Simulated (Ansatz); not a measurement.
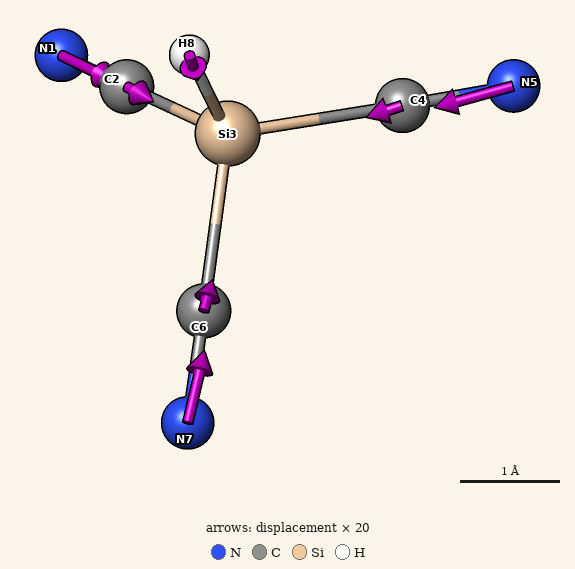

This is a relaxation of C3HN3Si. The starting structure is drawn; purple arrows show the displacements, 20 times their true length. The two geometries are superimposed by the best rigid fit.

Style: ball-and-stick. Shown at a tilt.

The start comes from PBE-D4/def2-SVP.

Theory: Ansatz 0.2.0, RKS PBE0-D4/def2-TZVP.

Input file:
```yaml
crystal:
  periodic: [false, false, false]
  atoms:
    - {symbol: N, position_ang: [2.429581, -1.605166, -0.118985]}
    - {symbol: C, position_ang: [1.393412, -1.071191, 0.012265]}
    - {symbol: Si, position_ang: [-0.252840, -0.261064, 0.244085]}
    - {symbol: C, position_ang: [-1.011362, 0.012909, -1.420215]}
    - {symbol: N, position_ang: [-1.517950, 0.170147, -2.466457]}
    - {symbol: C, position_ang: [0.017459, 1.386088, 1.040354]}
    - {symbol: N, position_ang: [0.174567, 2.423251, 1.565266]}
    - {symbol: H, position_ang: [-1.140667, -1.111974, 1.087888]}
basis:
  gaussian: {orbitals: def2-TZVP}
hamiltonian: {xc: pbe0, dispersion: d4}
relax: {f_tol: 0.005, max_steps: 150}
```

Run as
```bash
ansatz run in.yaml --threads 4 --pin off --events-out ev --progress --plain --max-ram 10444MiB
```

Q: What happened in the run?

A: The atom that moves furthest after the best rigid fit is N5 (0.042 Å). By element the largest moves are N 0.042 Å, H 0.023 Å, C 0.020 Å, Si 0.001 Å. Among the contacts that change: C4–N5 1.173 → 1.151 Å, Si3–H8 1.491 → 1.470 Å, C2–Si3 1.849 → 1.830 Å. The energy falls by 9.97 kJ/mol in 3 geometry steps. The largest force component goes from 2.3 to 0.0028 eV/Å.
